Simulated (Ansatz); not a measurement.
# One shape, several levels: BH2SCl (SMILES SBCl)

Aim: a comparison of 6 runs (HF/STO-3G, B2PLYP/STO-3G, HSE06/STO-3G, RPA@PBE/STO-3G, CCSDT(Q)/STO-3G, FCI/STO-3G) of BH2SCl. 

The results are computed with Ansatz 0.2.0.

61 further runs of the same task are left out: 1 that didn't finish, 60 set aside as unsound or not needed.

## (1) The molecule

BH2SCl: 5 atoms, total charge 0, spin state singlet. As SMILES, `SBCl`. The H4–S1 distance was set to 3.358 Å, away from the relaxed value. At this shape a bond of the SMILES string is far longer than usual.

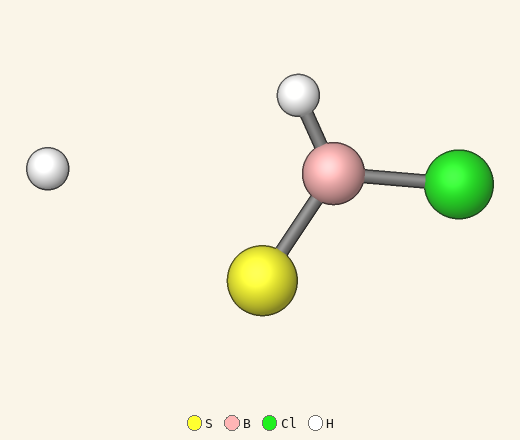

The structure, seen from a chosen angle (sulfur yellow, boron pink, chlorine green, hydrogen white).

## (2) The energy at HF/STO-3G (run 1)

The input, molecule.yaml:

```yaml
crystal:
  periodic: [false, false, false]
  atoms:
    - {symbol: S, position_ang: [-1.499847, -1.894270, 0.356889]}
    - {symbol: B, position_ang: [0.197553, -2.103270, 0.845089]}
    - {symbol: Cl, position_ang: [0.683353, -3.624370, 1.549289]}
    - {symbol: H, position_ang: [-1.157600, 1.248200, -0.777100]}
    - {symbol: H, position_ang: [1.005053, -1.242070, 0.706089]}
basis:
  gaussian:
    orbitals: STO-3G
hamiltonian:
  xc: hf
accuracy: high
```

Launch:

```console
$ ansatz run molecule.yaml --threads 1 --pin off --max-ram 2610MiB --events-out events.jsonl --progress --plain --runs-dir runs
```

Standard output:

```text
Warning: RAYON_NUM_THREADS=1 ignored (pool sized by the plan → 1); use --threads N
Functional definition: HF
  name "HF"
  exchange = exact_x
  correlation = 0
444 factors; integrals over basis functions are off by at most 3.4e-8 eV
mean field evaluation 1: about -23749.3038 eV, gradient 2.7e1 eV
mean field evaluation 2: about -23749.3490 eV, gradient 2.7e1 eV
mean field evaluation 4: about -23755.3038 eV, gradient 6.2e0 eV
mean field evaluation 8: about -23755.6179 eV, gradient 7.8e-2 eV
mean field evaluation 16: about -23755.6151 eV, gradient 1.8e-8 eV
mean field -23755.61511752 eV, -873.0027534348 hartree, gradient 1.8e-8 eV, S^2 0.000000; 0 other end points of the search recorded, 0 dependent functions left out
reference -23755.61511752 eV, -873.0027534348 hartree; 20, 20 occupied and 5, 5 virtual orbitals, 444 factors
Total energy: -23755.61511752 eV, -873.0027534348 hartree
```

It took 0.2 s on 1 thread of Arm Neoverse V1, shared host.

## (3) A single-point energy at B2PLYP/STO-3G (run 2)

The input, run.yaml:

```yaml
crystal:
  periodic: [false, false, false]
  atoms:
    - symbol: S
      position_ang: [-1.499847, -1.894270, 0.356889]
    - symbol: B
      position_ang: [0.197553, -2.103270, 0.845089]
    - symbol: Cl
      position_ang: [0.683353, -3.624370, 1.549289]
    - symbol: H
      position_ang: [-1.157600, 1.248200, -0.777100]
    - symbol: H
      position_ang: [1.005053, -1.242070, 0.706089]
basis:
  gaussian:
    orbitals: STO-3G
hamiltonian:
  xc: {name: B2PLYP}
correlation:
  frozen_orbitals: {B: 1, Cl: 5, H: 0, S: 5}
accuracy: high
```

Launch:

```console
$ ansatz run run.yaml --threads 1 --pin off --max-ram 2610MiB --events-out events.jsonl --progress --plain --runs-dir runs
```

Standard output, cut to the lines that bear on the results:

```text
Warning: RAYON_NUM_THREADS=1 ignored (pool sized by the plan → 1); use --threads N
Functional definition: B2PLYP
  name "B2PLYP"
[...]
444 factors; integrals over basis functions are off by at most 3.4e-8 eV
[...]
mean field -23784.97160100 eV, -874.0815843039 hartree, gradient 5.6e-8 eV, S^2 0.000000; 0 other end points of the search recorded, 0 dependent functions left out; unrestricted orbitals would lower it
11 core orbitals not correlated: weight in the atoms' cores, before any rotation towards them, 1.000 or more for the frozen orbitals, at most 0.000 for the correlated occupied ones
reference -23784.97162071 eV, -874.0815850281 hartree; 9, 9 occupied and 5, 5 virtual orbitals, 444 factors
second order -10.71039175 eV of doubles, -0.00000000 eV of singles
Total energy: -23787.86342648 eV, -874.1878569301 hartree
```

It took 2.1 s on 1 thread of Arm Neoverse V1, shared host; peak memory 0.1 GiB.

Runs 3 to 5 aren't shown in full; the table further down has their settings and results.

## (4) The energy at FCI/STO-3G (run 6)

The input, job.yaml:

```yaml
basis:
  gaussian: {orbitals: STO-3G}
crystal:
  periodic: [false, false, false]
  atoms:
    - symbol: S
      position_ang: [-1.499847, -1.894270, 0.356889]
    - symbol: B
      position_ang: [0.197553, -2.103270, 0.845089]
    - symbol: Cl
      position_ang: [0.683353, -3.624370, 1.549289]
    - symbol: H
      position_ang: [-1.157600, 1.248200, -0.777100]
    - symbol: H
      position_ang: [1.005053, -1.242070, 0.706089]
accuracy: high
correlation: {method: fci, frozen_orbitals: {B: 1, Cl: 5, H: 0, S: 5}}
```

Launch:

```console
$ ansatz run job.yaml --threads 1 --pin off --max-ram 2610MiB --events-out events.jsonl --progress --plain --runs-dir runs
```

Standard output, cut to the lines that bear on the results:

```text
Warning: RAYON_NUM_THREADS=1 ignored (pool sized by the plan → 1); use --threads N
Functional definition: HF
  name "HF"
[...]
444 factors; integrals over basis functions are off by at most 3.4e-8 eV
[...]
mean field -23755.61511752 eV, -873.0027534348 hartree, gradient 1.8e-8 eV, S^2 0.000000; 1 other end points of the search recorded, 0 dependent functions left out; unrestricted orbitals would lower it
unrestricted determinant -23761.77527787 eV, -873.2291351521 hartree, S^2 1.0075
11 core orbitals not correlated: weight in the atoms' cores, before any rotation towards them, 1.000 or more for the frozen orbitals, at most 0.000 for the correlated occupied ones
reference -23755.61511752 eV, -873.0027534348 hartree; 9, 9 occupied and 5, 5 virtual orbitals, 444 factors
state -23764.01452115 eV, -873.3114258246 hartree
Total energy: -23764.01452115 eV, -873.3114258246 hartree
```

Wall time 23 s (1 thread of Arm Neoverse V1, shared host); peak memory 0.36 GiB.

## (5) The series

| run | level | frozen core orbitals | energy (Eh) | wall time |
| --- | --- | --- | --- | --- |
| 1 | HF/STO-3G | – | -873.002753 | 0.2 s |
| 2 | B2PLYP/STO-3G | 11 | -874.187857 | 2.1 s |
| 3 | HSE06/STO-3G | – | -874.206549 | 2.1 s |
| 4 | RPA@PBE/STO-3G | 11 | -873.323059 | 3.9 s |
| 5 | CCSDT(Q)/STO-3G | 11 | -873.311455 | 0.77 s |
| 6 | FCI/STO-3G | 11 | -873.311426 | 23 s |

## (6) Summary of results

```
                                           quantity          value
                                run 6: total energy  -873.31143 Eh
run 6: correlation energy (11 core orbitals frozen)     -308.7 mEh
```

**Reading.** Against full CI in this basis: HF +308.7 mEh; CCSDT(Q) -0.0 mEh. Totals of different functionals can't be ranked against each other. In runs 2, 4, 5 the log says that unrestricted orbitals would lower the reference, so the values rest on an unstable closed-shell determinant (other closed-shell runs at this shape may share the fault). In runs 1, 2, 3, 4, 5, 6 the basis is minimal, so the values are rough. All runs together took 32 s, the longest 23 s.
